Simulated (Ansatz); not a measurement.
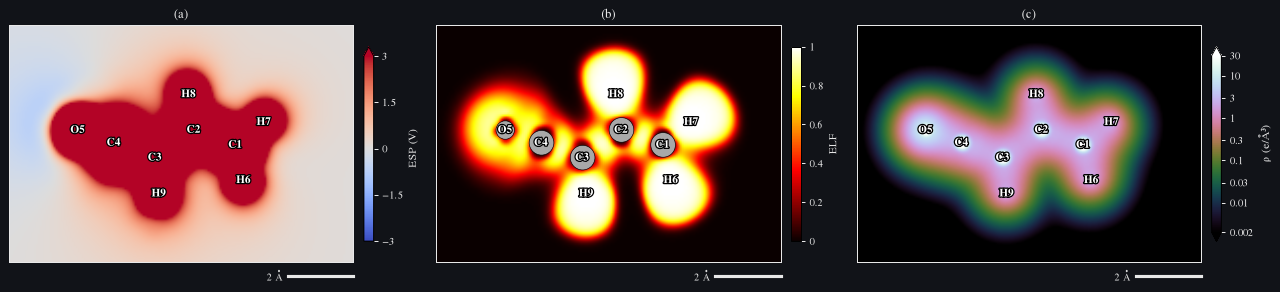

*C4H4O. (a) electrostatic potential; (b) electron localisation function; (c) total electron density on the molecular plane. Grey discs cover the atomic cores in the ELF map.*

Geometry: PBE-D3(BJ)/def2-SVP.

Computed with isolated molecule in a Gaussian basis; Kohn-Sham density functional theory, functional PBE0 in Ansatz 0.2.0.

```
atom    x (Å)    y (Å)    z (Å)
   C  -0.9972  -0.5116  -1.8263
   C   0.0108  -1.3445  -1.4803
   C   1.0491  -1.8137  -2.3904
   C   2.0432  -2.6361  -2.0466
   O   2.9220  -3.3592  -1.7557
   H  -1.1006  -0.1226  -2.8518
   H  -1.7471  -0.1980  -1.0864
   H   0.0732  -1.7081  -0.4406
   H   1.0517  -1.4915  -3.4458
```

Question: Read the bonding off the picture.

Answer: The section cuts through C, O and H sites. C–O (1.17 Å): ρ at the midpoint is about 3.6 e/Å³; the ELF peaks at about 0.85 between the atoms; a short, multiple covalent bond. C–C (1.34 Å): ρ at the midpoint is about 2.2 e/Å³; the ELF peaks at about 0.90 between the atoms: a multiple bond. C–H (1.10 Å): ρ at the midpoint is about 2 e/Å³; the ELF climbs to about 1 towards the hydrogen, as it does in any bond to H; a covalent bond by its length. C–C (1.46 Å): the density is about 1.8 e/Å³ at the midpoint; the ELF peaks at about 0.95 between the atoms: a covalent bond. The ELF also peaks beside O5, away from the bonds: lone-pair regions. Outside the dense part of the molecule the potential is most negative (−0.7 V) near O5.
